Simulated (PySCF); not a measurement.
# NO2F (nitryl fluoride) at 6 levels

Wanted: a comparison of 6 runs (HF/STO-3G, B3LYP/cc-pVTZ, CAM-B3LYP/cc-pVTZ, TPSS/cc-pVTZ, r2SCAN/cc-pVTZ, revPBE/cc-pVTZ) of NO2F (nitryl fluoride). Input form: a Python script.

The results are computed with PySCF 2.14.0.

1 further run of the same task is left out (set aside as unsound or not needed).

## Step 1: The molecule

The species is NO2F (4 atoms), meant as a singlet with charge 0. As SMILES, `O=[N+]([O-])F`. The N2–F4 distance was set to 1.659 Å, away from the relaxed value.

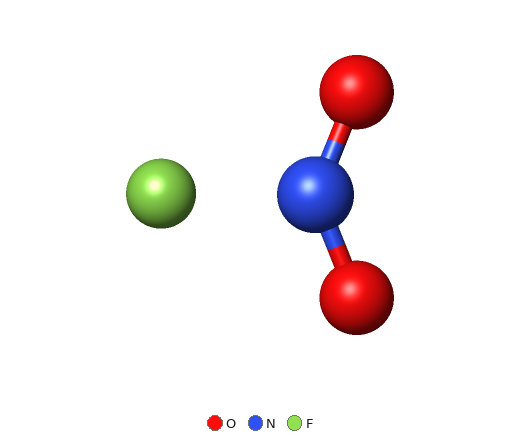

Viewed from a chosen angle; oxygen red, nitrogen blue, fluorine green.

## Step 2: A single-point energy at HF/STO-3G (run 1)

input.py reads:

```python
from pyscf import gto

system = gto.M(
    atom='O 0.311961 0.358556 1.258525; N 0.203391 -0.183174 0.227415; O 0.600251 -1.180054 -0.238605; F -0.744590 0.670550 -0.832510',
    basis='sto-3g',
    spin=0,
    charge=0,
    verbose=4,
    max_memory=1860,
)

calc0 = system.RHF()
calc0.conv_tol = 1e-10
calc0.kernel()
if not calc0.converged:
    calc0 = calc0.newton().run(calc0.mo_coeff, calc0.mo_occ)

energy = calc0.e_tot
print('Final energy', energy)
```

Launch:

```sh
$ OMP_NUM_THREADS=1 python input.py
```

The log of the run:

```text
PySCF version 2.14.0

[... 58 lines left out ...]
converged SCF energy = -299.203126593079
Final energy -299.20312659307945
```

Wall time 0.91 s (1 thread of Arm Neoverse V1, shared host); peak memory 0.12 GiB.

## Step 3: A single-point energy at B3LYP/cc-pVTZ (run 2)

calc.py reads:

```python
from pyscf import gto, dft

mol = gto.M(
    atom='''
O      0.589521     0.677573     2.378268
N      0.384353    -0.346149     0.429752
O      1.134310    -2.229979    -0.450898
F     -1.407071     1.267156    -1.573216
''',
    verbose=4,
    spin=0,
    basis='cc-pvtz',
    unit='bohr',
    max_memory=1860,
)

myscf = dft.RKS(mol)
myscf.xc = 'b3lyp'
myscf.grids.level = 5
myscf.conv_tol = 1e-10
myscf.kernel()
if not myscf.converged:
    myscf = myscf.newton().run(myscf.mo_coeff, myscf.mo_occ)

e_final = myscf.e_tot
print('E(%s) = %.9f' % ('B3LYP', e_final))
```

Launch:

```sh
$ OMP_NUM_THREADS=1 python calc.py
```

The log of the run:

```text
PySCF version 2.14.0

[... 76 lines left out ...]
converged SCF energy = -305.000783718063
E(B3LYP) = -305.000783718
```

Wall time 21 s (1 thread of Arm Neoverse V1, shared host); peak memory 0.65 GiB.

Run 3 isn't shown in full; the table further down has it.

## Step 4: A single-point energy at TPSS/cc-pVTZ (run 4)

calc.py reads:

```python
from pyscf import gto, dft

mol = gto.Mole()
mol.atom = '''
O      0.589521     0.677573     2.378268
N      0.384353    -0.346149     0.429752
O      1.134310    -2.229979    -0.450898
F     -1.407071     1.267156    -1.573216
'''
mol.verbose = 4
mol.max_memory = 1860
mol.unit = 'bohr'
mol.basis = 'cc-pvtz'
mol.build()

mf = dft.RKS(mol, xc='tpss')
mf.conv_tol = 1e-10
mf.grids.level = 5
mf.kernel()
if not mf.converged:
    mf = mf.newton().run(mf.mo_coeff, mf.mo_occ)

e_final = mf.e_tot
print(f'total energy: {e_final:.8f} hartree')
```

Launch:

```sh
$ OMP_NUM_THREADS=1 python calc.py
```

The log of the run:

```text
PySCF version 2.14.0

[... 54 lines left out ...]
WARN: HOMO -0.18652548975274 == LUMO -0.18591320177533
[... 26 lines left out ...]
converged SCF energy = -305.054900213051
total energy: -305.05490021 hartree
```

Run time: 47 s. Hardware: 1 thread of Arm Neoverse V1, shared host; peak memory 0.7 GiB.

Run 5 isn't shown in full; the table further down has it.

## Step 5: The energy at revPBE/cc-pVTZ (run 6)

run.py reads:

```python
from pyscf import gto, dft

mol = gto.M(
    atom='''
O    0.311961   0.358556   1.258525
N    0.203391  -0.183174   0.227415
O    0.600251  -1.180054  -0.238605
F   -0.744590   0.670550  -0.832510
''',
    verbose=4,
    basis='cc-pvtz',
    max_memory=1860,
)

mf = dft.RKS(mol, xc='revpbe')
mf.conv_tol = 1e-10
mf.grids.level = 5
mf.kernel()
if not mf.converged:
    mf = mf.newton().run(mf.mo_coeff, mf.mo_occ)

etot = mf.e_tot
print(f'total energy: {etot:.8f} hartree')
```

Launch:

```sh
$ OMP_NUM_THREADS=1 python run.py
```

The log of the run:

```text
PySCF version 2.14.0

[... 80 lines left out ...]
converged SCF energy = -304.942957049411
total energy: -304.94295705 hartree
```

Run time: 20 s. Hardware: 1 thread of Arm Neoverse V1, shared host; peak memory 0.65 GiB.

## Step 6: All runs side by side

| run | level | integration grid | energy (Eh) | dipole moment (D) | HOMO energy (eV) | LUMO energy (eV) | wall time |
| --- | --- | --- | --- | --- | --- | --- | --- |
| 1 | HF/STO-3G | – | -299.203127 | 0.25 | -9.98 | 5.35 | 0.91 s |
| 2 | B3LYP/cc-pVTZ | 5 | -305.000784 | 1.53 | -10.35 | -3.38 | 21 s |
| 3 | CAM-B3LYP/cc-pVTZ | 5 | -304.905267 | 1.51 | -12.22 | -1.92 | 35 s |
| 4 | TPSS/cc-pVTZ | 5 | -305.054900 | 1.55 | -8.68 | -3.93 | 47 s |
| 5 | r2SCAN/cc-pVTZ | 5 | -304.880746 | 1.57 | -9.06 | -3.97 | 43 s |
| 6 | revPBE/cc-pVTZ | 5 | -304.942957 | 1.53 | -8.41 | -3.86 | 20 s |

## Step 7: Outcome

```
            quantity          value
 run 6: total energy  -304.94296 Eh
run 6: dipole moment         1.53 D
  run 6: HOMO energy       -8.41 eV
  run 6: LUMO energy       -3.86 eV
run 6: HOMO–LUMO gap        4.55 eV
```

In words: The dipole moment (its size) runs from 0.25 D (HF/STO-3G) to 1.57 D (r2SCAN/cc-pVTZ). The two ends differ in method and basis. The two dipoles point in opposite directions. The HOMO–LUMO gap runs from 4.55 eV (revPBE/cc-pVTZ) to 15.34 eV (HF/STO-3G). Totals of different functionals can't be ranked against each other. In run 1 the basis is minimal, so the values are rough. All runs together took 2.8 min, the longest 47 s.
